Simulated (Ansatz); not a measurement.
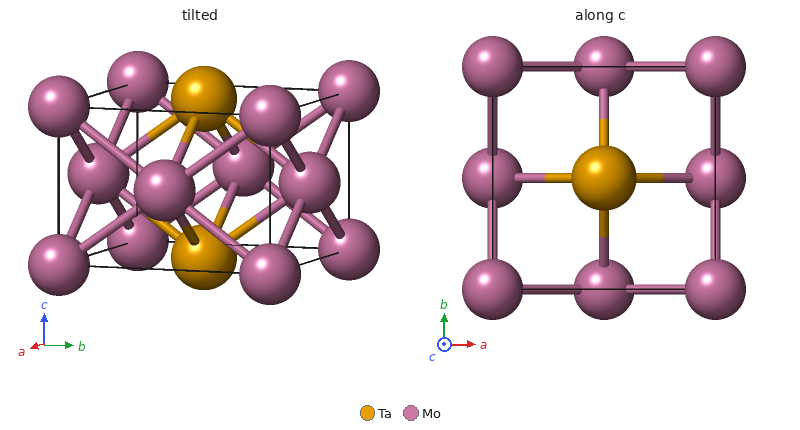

The image is a ball-and-stick drawing of a crystal, viewed slightly off an axis and along the c axis. The edges of the conventional unit cell are marked.

TaMo3, space group P4/mmm (No. 123), a = 4.518 Å, b = 4.518 Å, c = 3.196 Å, α = 90.00°, β = 90.00°, γ = 90.00°. The structure was taken from a structure type filled with these elements by a generator (whether the compound takes this form wasn't checked). Earlier steps of the study may have refined or changed the cell and positions. It was run through Ansatz as a DFT input.

This one geometry was computed with Ansatz (DFT, plane waves, PAW) at three levels of theory: LDA, r2SCAN and PBE.

Which level gives the highest pressure at this volume, and what does that say about its equilibrium volume?

Highest: PBE (0.0 GPa), which points to the largest equilibrium volume. Lowest, with the smallest volume: LDA (-12.4 GPa). Levels within 0.5 GPa of each other can't be told apart.

How does the band gap change with the level of theory?

All levels give a metal.

Collect the results in a table.

| level | cutoff (eV) | k-mesh of the run's cell | gap (eV) | pressure (GPa) |
| --- | --- | --- | --- | --- |
| LDA | 420 | 10×10×14 | metal | -12.4 |
| r2SCAN | 500 | 10×10×14 | metal | -2.8 |
| PBE | 420 | 10×10×14 | metal | 0.0 |

Gaps are taken on the k-mesh or band path of each run.
